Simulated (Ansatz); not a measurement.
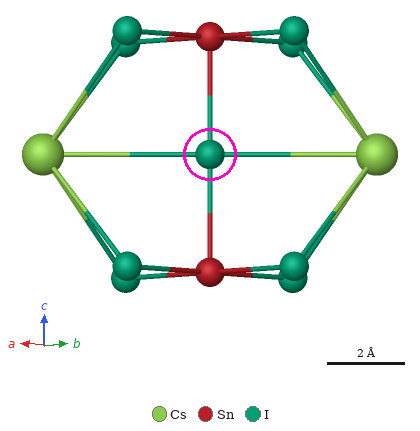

Perfect CsSnI₃. A ball-and-stick model of the atoms within 6.0 Å of one point, in a slice 5.0 Å thick across the line of sight, seen from a free direction.

All numbers below come from DFT, PBEsol, PAW, plane waves in Ansatz. Set-up: plane-wave cutoff 420 eV; k-point mesh 1 × 1 × 1; mesh shifted by (0.25, 0.25, 0.25); collinear spin. Fermi-Dirac smearing of 0.01 eV. A uniform background neutralises the charged cell. The axes drawn are those of the host's conventional cell.

An iodine atom is replaced by phosphorus at the ringed place, in charge state −1. The supercell has 40 sites, and the atoms are relaxed at the host's cell.

Predict the relaxed surroundings of the defect.

Answer. In the host the I atom has 2 Sn at 3.08 Å; the P atom ends with 2 Sn at 2.55 to 2.62 Å. Of the host's atoms, a tin atom moves furthest from its site, by 0.78 Å. The P atom itself moves 0.80 Å from where it was put. The cell's net moment is 1.00 μB.

The relaxed defect, seen from the same direction:

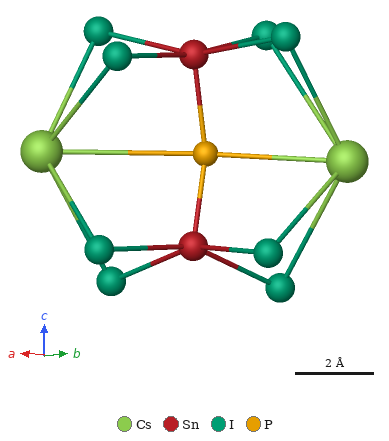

Limits of the set-up: the cell is charged, on a uniform background, and energies carry no finite-size correction.
